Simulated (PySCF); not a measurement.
Input

```
# [N-]=[N+]=[SiH]
from pyscf import gto, dft

mol = gto.Mole()
mol.atom = '''
N        0.970368      -1.109427      -1.201898
N        0.687509      -0.442312      -0.319799
Si       0.476722       0.485428       1.256767
H       -0.690136       1.211748       0.561039
'''
mol.basis = 'def2-tzvpd'
mol.spin = 1
mol.verbose = 3
mol.max_memory = 3720
mol.build()

mf = dft.UKS(mol)
mf.xc = 'pbe0'
mf = mf.density_fit(auxbasis='def2-universal-jkfit')
mf.max_cycle = 100
mf.conv_tol = 1e-09
mf.grids.level = 3
mf.kernel()
if not mf.converged:
    mf = mf.newton().run(mf.mo_coeff, mf.mo_occ)
for _ in range(3):
    mo, _, stable, _ = mf.stability(return_status=True)
    if stable:
        break
    mf.kernel(mf.make_rdm1(mo, mf.mo_occ))

energy = mf.e_tot
print(f'total energy: {energy:.8f} hartree')
grad = mf.nuc_grad_method().kernel()
mf.analyze()
```

Command:

```sh
OMP_NUM_THREADS=2 python job.py
```

Geometry: PBE-D3(BJ)/def2-SVP.

Theory: Gaussian-basis quantum chemistry of an isolated molecule with PySCF, energy and nuclear gradient, functional PBE0 (PySCF 2.14.0).

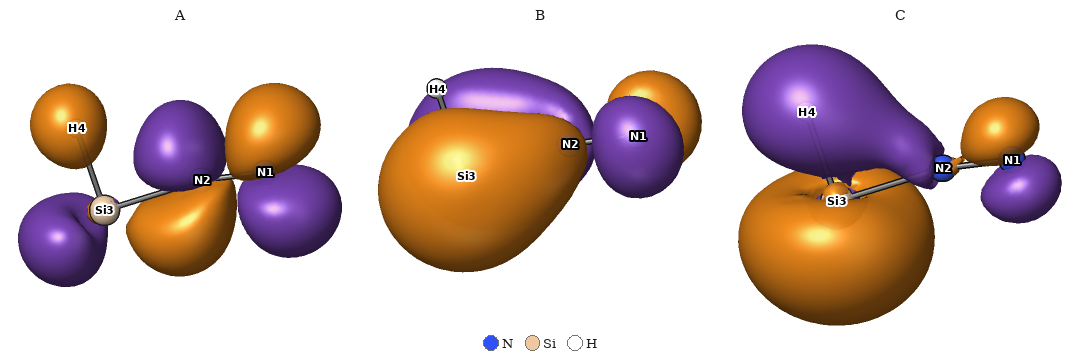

HN2Si (SMILES [N-]=[N+]=[SiH]) (doublet). Three frontier orbitals at ±0.1 Å⁻³ᐟ² (orange and purple are the two phases), in no order.

> Which picture is the HOMO−1, the HOMO and the LUMO? All are α orbitals.

C is the HOMO−1 (α) (−7.63 eV). Its weight (Hirshfeld) is mainly on Si3 (about 70 %), H4 (about 20 %) and N1 (about 5 %); it is symmetric in the molecular plane (an in-plane orbital: σ, lone-pair or in-plane π type). B is the HOMO (α) (−5.99 eV). Its weight (Hirshfeld) is mainly on Si3 (about 60 %), N1 (about 20 %) and N2 (about 15 %); it changes sign across the molecular plane (π type); π-antibonding (a node) across N1–N2. A is the LUMO (α) (−1.95 eV). Its weight (Hirshfeld) is mainly on N1 (about 45 %), N2 (about 35 %) and Si3 (about 20 %); it is symmetric in the molecular plane (an in-plane orbital: σ, lone-pair or in-plane π type).

> What is the gap between the highest occupied and lowest empty α orbitals?

4.04 eV between the orbital energies.
